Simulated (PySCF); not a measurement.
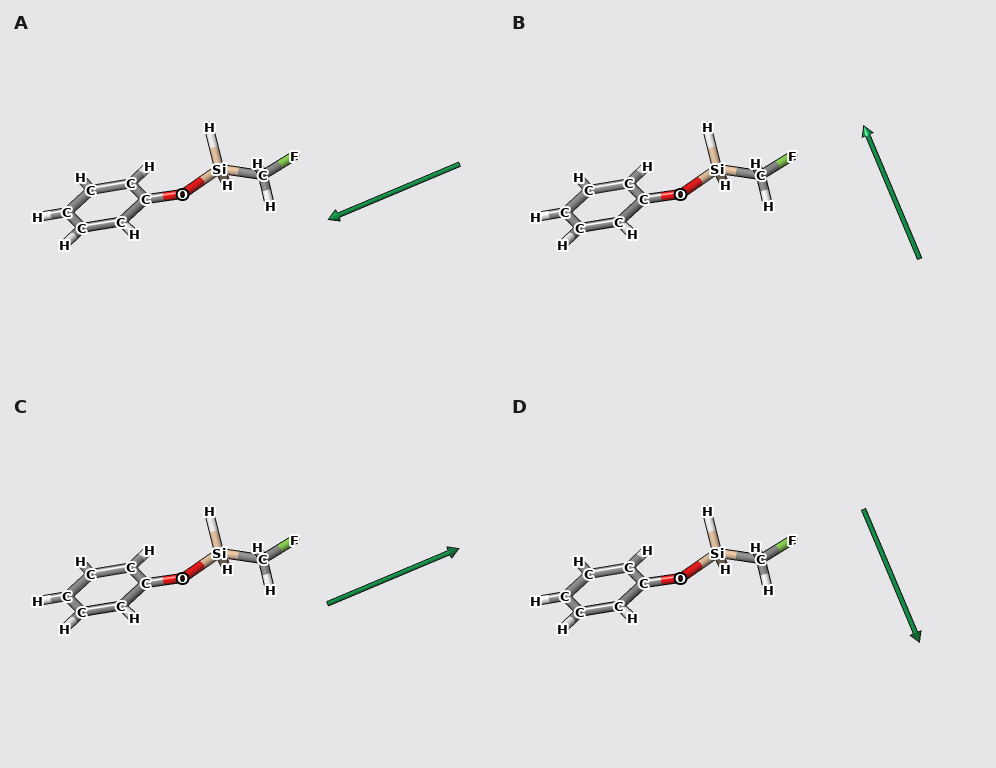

The same molecule four times, each with an arrow. The computed structure is the end point of a PBE0-D3(BJ)/def2-SVP optimisation. No frequency run is at hand to confirm it as a minimum. Method: CAM-B3LYP/def2-SVPD, gas phase (PySCF 2.14.0).

**Which arrow points along the dipole moment, from the negative to the positive end?**

A. The dipole moment is 1.32 D.
